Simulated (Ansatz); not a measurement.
A computed series for HfC: pressure series

Base system: HfC in the rock salt structure (space group Fm-3m, No. 225).

```xyz
2
Lattice="0.0000 2.3036 2.3036 2.3036 0.0000 2.3036 2.3036 2.3036 0.0000" Properties=species:S:1:pos:R:3 pbc="T T T"
Hf     0.0000     0.0000     0.0000
C      2.3036     2.3036     2.3036
```

Cell and atoms are relaxed at each pressure.

All numbers come from Kohn–Sham DFT with the PBEsol functional, run in Ansatz (a program for electronic structure) with PAW and 420 eV plane waves, spin-orbit coupling left out.

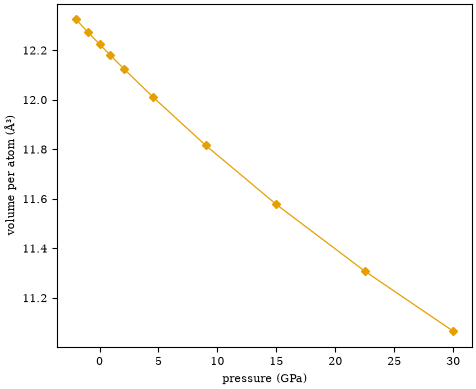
Fig. 1. Volume per atom against pressure

### Question
From the plot, what is the volume per atom for pressure 22.5 GPa?

### Answer
About 11.3 Å³.

### Question
Is the trend monotonic over the range shown?

### Answer
Yes, it falls throughout, spanning 11.07 Å³ to 12.32 Å³.

Load acts through the strain it causes; cell and atoms are relaxed under it. No phonon test of stability was made. Competing high-pressure phases were not computed. The final runs are not spin-polarised.
